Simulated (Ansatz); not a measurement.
# Cl$_{2}$H$_{2}$NSi (doublet): what the fields show

Input

```
crystal:
  periodic: [false, false, false]
  atoms:
    - {symbol: N, position_ang: [-0.044400, 0.895300, -0.153600]}
    - {symbol: Si, position_ang: [-0.339600, -0.701400, 0.363200]}
    - {symbol: Cl, position_ang: [1.300200, -1.294100, 1.459200]}
    - {symbol: Cl, position_ang: [-0.574100, -1.849600, -1.330500]}
    - {symbol: H, position_ang: [0.310900, 1.580200, 0.495200]}
    - {symbol: H, position_ang: [-0.610900, 1.305500, -0.879600]}
basis:
  gaussian:
    orbitals: MINI.json
hamiltonian:
  xc: {name: wPBEh}
  dispersion: {method: d3bj, functional: pbe0}
  pseudopotentials: {relativity: none}
magnetization:
  spin_polarized: true
  initial_magnetization: 1
accuracy: high
output: {forces: true, orbitals: {seedname: orbitals}}
```

Run with:

```sh
ansatz run run.yaml --threads 1 --pin off --max-ram 2610MiB --events-out events.jsonl --progress --plain --runs-dir runs
```

Geometry: PBE0-D4/def2-TZVP.

These are results of isolated molecule in a Gaussian basis; Kohn-Sham density functional theory, functional wPBEh in Ansatz 0.2.0, not measurements.

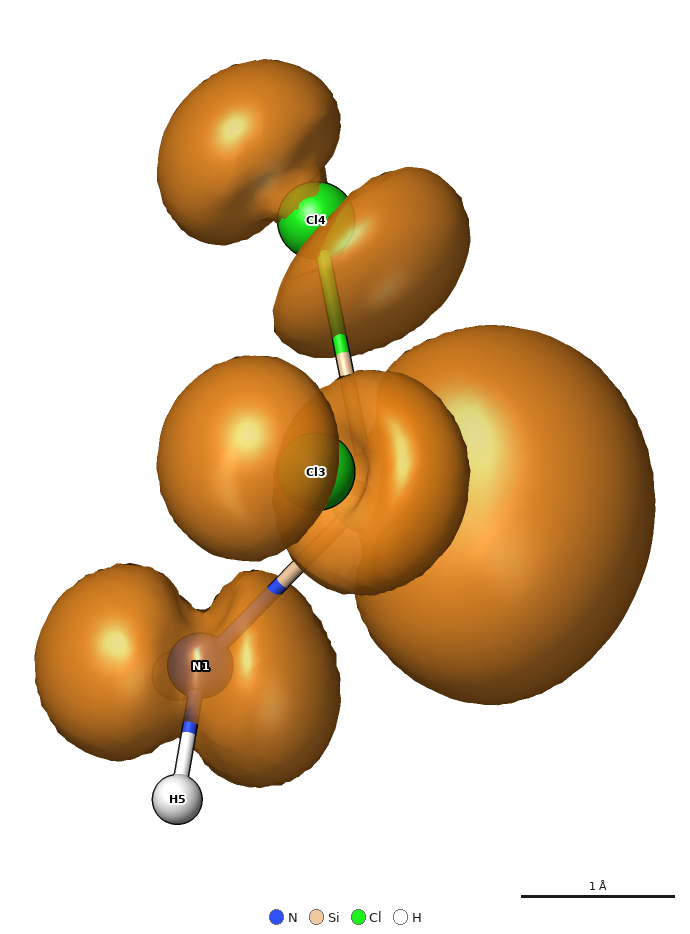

Figure 1. Isosurface of the spin density at +0.02 e/Å³ (orange), seen at an oblique angle.

### Where is the unpaired spin?

The unpaired spin (1 electron) lies mostly on Si2 (about 0.5), N1 (about 0.2), Cl3 (about 0.1) and Cl4 (about 0.1), in electrons by Hirshfeld's partition.

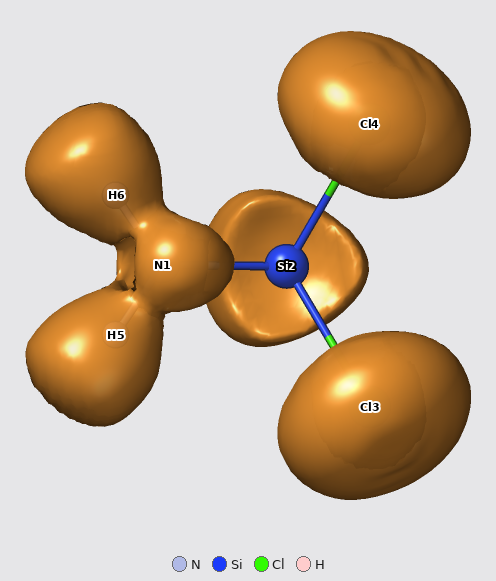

Figure 2. Isosurface of the ELF at 0.8 (orange), seen across its widest extent. Core shells and regions of very low density are left out.

### Identify the bonds, lone pairs and shells in this picture.

The surface consists of one lobe on Si, pointing away from the bonds (non-bonding electrons), two regions wrapped around Cl (its lone pairs, merged into a ring or cap) and one joined region spread over several atoms (H, N), in which their bonds and any lone pairs are merged. Profiles from the grid: Si–N (1.70 Å): the ELF peaks at about 0.85 between the atoms, as expected for a polar covalent bond. Si–Cl (2.06 Å): the ELF peaks at about 0.75 between the atoms (a shared but strongly polarised pair).

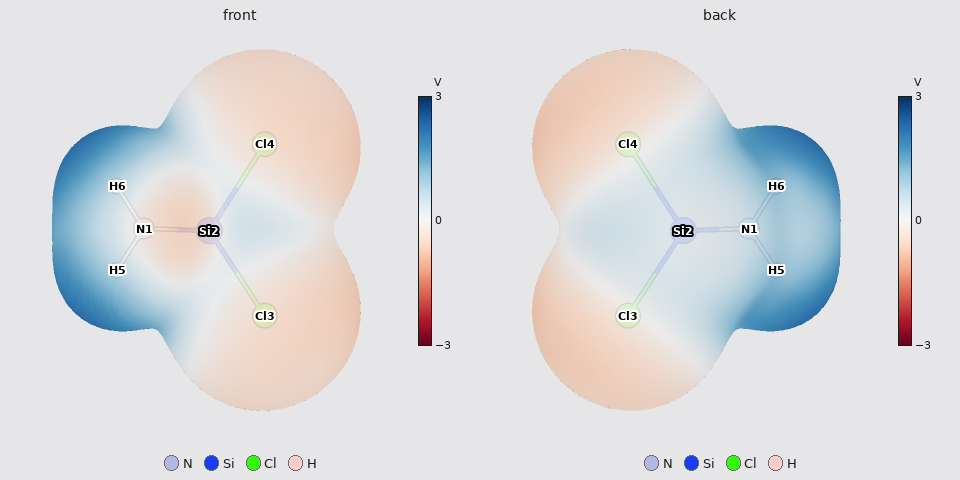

Figure 3. The molecular electrostatic potential painted on the density surface at 0.002 e/bohr³, seen from the front and from behind; the colour scale runs from red (negative) to blue (positive).

### Where is the surface potential most negative and most positive?

The most negative region (about −0.7 V) lies over Cl3 and Cl4, the most positive (about +2.2 V) over H5 and H6.

### What dipole moment does the calculation give?

Its dipole moment is 3.81 D.
